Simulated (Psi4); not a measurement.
# CAM-B3LYP/3-21G run of BSiH4O2F (SMILES OB(F)O[SiH3])

What is the energy change on altering one bond length of BSiH4O2F at CAM-B3LYP/3-21G? 

The results are computed with Psi4 1.11.

### 1 The molecule

The species is BSiH4O2F (9 atoms), meant as a singlet with charge 0. As SMILES, `OB(F)O[SiH3]`. The shape is that of a PBE0-D4/def2-TZVP optimisation. This is one conformer, not always the lowest.

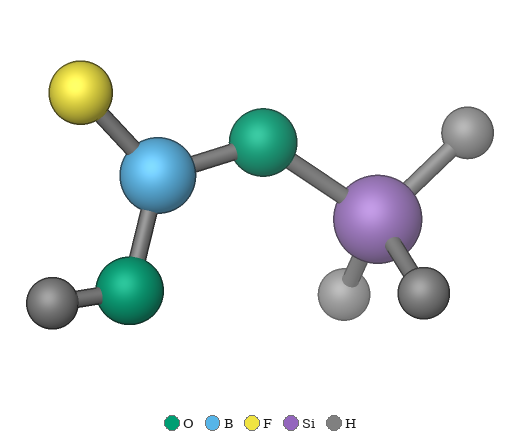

Viewed from a chosen angle; oxygen teal, boron blue, fluorine yellow, silicon purple, hydrogen grey.

### 2 A single-point energy at CAM-B3LYP/3-21G

Contents of calc.inp:

```
memory 1.6 GB

molecule {
  0 1
  O     -3.05020694     1.05201053     0.74455209
  B     -0.74719771     2.18660210     0.66650640
  F     -0.52402105     4.63134079     1.24325082
  O      1.33962685     0.88231313     0.01171630
  Si     1.76538215    -2.10685566    -0.80313360
  H     -4.38888892     2.17299607     1.23606986
  H      4.50113866    -2.40732211    -1.30561178
  H      0.29196269    -2.69777302    -3.11389071
  H      0.97925608    -3.80023924     1.28841527
  units au
  symmetry c1
}

set puream true
set scf_type pk
set dft_radial_points 99
set dft_spherical_points 590

e_tot, wfn = energy("cam-b3lyp/3-21G", return_wfn=True)
```

Started as:

```bash
$ psi4 -n 1 calc.inp calc.out
```

calc.out:

```text
[...]
  Running in c1 symmetry.
[...]
  Nuclear repulsion =  222.106224998276275
[...]
  Multiplicity = 1
[...]
  Nalpha       = 24
  Nbeta        = 24
[...]
    Number of basis functions: 57
[...]
   @RKS iter   1:  -563.90473687269957   -7.30500e-01   1.28025e-02 ADIIS/DIIS
[...]
   @RKS iter   8:  -564.08475257264070   -4.95372e-08   5.42473e-07 DIIS
[...]
    Orbital Energies [Eh]
    ---------------------
    Doubly Occupied:
       1A    -65.761371     2A    -24.629903     3A    -19.134560
       4A    -19.119147     5A     -6.885219     6A     -5.357616
       7A     -3.716625     8A     -3.713519     9A     -3.713479
      10A     -1.273847    11A     -1.128813    12A     -1.089971
      13A     -0.678907    14A     -0.639118    15A     -0.580999
      16A     -0.546872    17A     -0.525709    18A     -0.477970
      19A     -0.457313    20A     -0.450224    21A     -0.419183
      22A     -0.411426    23A     -0.379872    24A     -0.371419
[...]
  @RKS Final Energy:  -564.08475257264070
   => Energetics <=
    Nuclear Repulsion Energy =            222.1062249982762751
    One-Electron Energy =               -1221.7441329678615602
    Two-Electron Energy =                 475.8531788991188591
    DFT Exchange-Correlation Energy =     -40.3000235021742341
    Empirical Dispersion Energy =           0.0000000000000000
    VV10 Nonlocal Energy =                  0.0000000000000000
    Total Energy =                       -564.0847525726406957
[...]
 Multipole Moments:
 ------------------------------------------------------------------------------------
     Multipole            Electronic (a.u.)      Nuclear  (a.u.)        Total (a.u.)
 ------------------------------------------------------------------------------------
 L = 1.  Multiply by 2.5417464519 to convert [e a0] to [Debye]
 Dipole X            :         -1.9031287            1.2854045           -0.6177242
 Dipole Y            :          7.3187966           -7.5942871           -0.2754906
 Dipole Z            :          2.1310561           -2.1025089            0.0285472
 Magnitude           :                                                    0.6769736
[...]
```

It took 8.4 s on 1 thread of INTEL XEON PLATINUM 8581C at 2.10GHz (Emerald Rapids), shared host; peak memory 0.85 GiB.

### 3 The distorted shape

Contents of job.inp:

```
memory 1.6 GB

molecule {
  0 1
  O     -4.41804929     1.20223998     0.99578551
  B     -2.11504006     2.33683155     0.91773982
  F     -1.89186340     4.78157023     1.49448424
  O     -0.02821550     1.03254258     0.26294972
  Si     0.39753980    -1.95662621    -0.55190018
  H     -5.75673127     2.32322552     1.48730328
  H      4.50113866    -2.40732211    -1.30561178
  H     -1.07587966    -2.54754357    -2.86265729
  H     -0.38858627    -3.65000979     1.53964869
  units bohr
  symmetry c1
}

set globals {
  basis                3-21G
  puream               true
  scf_type             pk
  dft_radial_points    99
  dft_spherical_points 590
}

e_tot = energy('cam-b3lyp')
print_variables()
```

Started as:

```bash
$ psi4 -i job.inp -o job.out -n 1
```

job.out:

```text
[...]
  Running in c1 symmetry.
[...]
  Nuclear repulsion =  219.684446693999547
[...]
  Multiplicity = 1
[...]
  Nalpha       = 24
  Nbeta        = 24
[...]
    Number of basis functions: 57
[...]
   @RKS iter   1:  -563.82990685006882   -8.13315e-01   1.28094e-02 ADIIS/DIIS
[...]
   @RKS iter   9:  -564.01228625884187   -4.58090e-09   2.83909e-07 DIIS
[...]
    Orbital Energies [Eh]
    ---------------------
    Doubly Occupied:
       1A    -65.801287     2A    -24.636309     3A    -19.141685
       4A    -19.132115     5A     -6.894846     6A     -5.389538
       7A     -3.748503     8A     -3.746507     9A     -3.745489
      10A     -1.280126    11A     -1.136773    12A     -1.101371
      13A     -0.682782    14A     -0.645395    15A     -0.584433
      16A     -0.552125    17A     -0.533361    18A     -0.485246
      19A     -0.467824    20A     -0.434722    21A     -0.420547
      22A     -0.419368    23A     -0.382611    24A     -0.331806
[...]
  @RKS Final Energy:  -564.01228625884187
   => Energetics <=
    Nuclear Repulsion Energy =            219.6844466939995471
    One-Electron Energy =               -1216.3517783238100947
    Two-Electron Energy =                 472.8628458535518462
    DFT Exchange-Correlation Energy =     -40.2078004825832096
    Empirical Dispersion Energy =           0.0000000000000000
    VV10 Nonlocal Energy =                  0.0000000000000000
    Total Energy =                       -564.0122862588418684
[...]
 Multipole Moments:
 ------------------------------------------------------------------------------------
     Multipole            Electronic (a.u.)      Nuclear  (a.u.)        Total (a.u.)
 ------------------------------------------------------------------------------------
 L = 1.  Multiply by 2.5417464519 to convert [e a0] to [Debye]
 Dipole X            :         -2.9821092            1.9493517           -1.0327575
 Dipole Y            :          7.4899646           -7.6672081           -0.1772435
 Dipole Z            :          2.3424439           -2.2244569            0.1179870
 Magnitude           :                                                    1.0544781
[...]
```

Run time: 8.7 s. Hardware: 1 thread of INTEL XEON PLATINUM 8581C at 2.10GHz (Emerald Rapids), shared host; peak memory 0.83 GiB.

### 4 What came out

At CAM-B3LYP/3-21G:

| quantity | value |
| --- | --- |
| first shape: total energy | -564.08475 Eh |
| first shape: dipole moment | 1.72 D |
| first shape: HOMO energy | -10.11 eV |
| first shape: LUMO energy | 1.99 eV |
| first shape: HOMO–LUMO gap | 12.10 eV |
| distorted shape: total energy | -564.01229 Eh |
| distorted shape: dipole moment | 2.68 D |
| distorted shape: HOMO energy | -9.03 eV |
| distorted shape: LUMO energy | 0.25 eV |
| distorted shape: HOMO–LUMO gap | 9.28 eV |
| energy change with the Si5–H7 bond stretched from 1.480 to 2.221 Å | 1.972 eV |

What this shows: With the Si5–H7 bond stretched from 1.480 to 2.221 Å the energy rises by 1.97 eV (45 kcal/mol). The first shape isn't relaxed at this level, so the change isn't measured from a minimum.
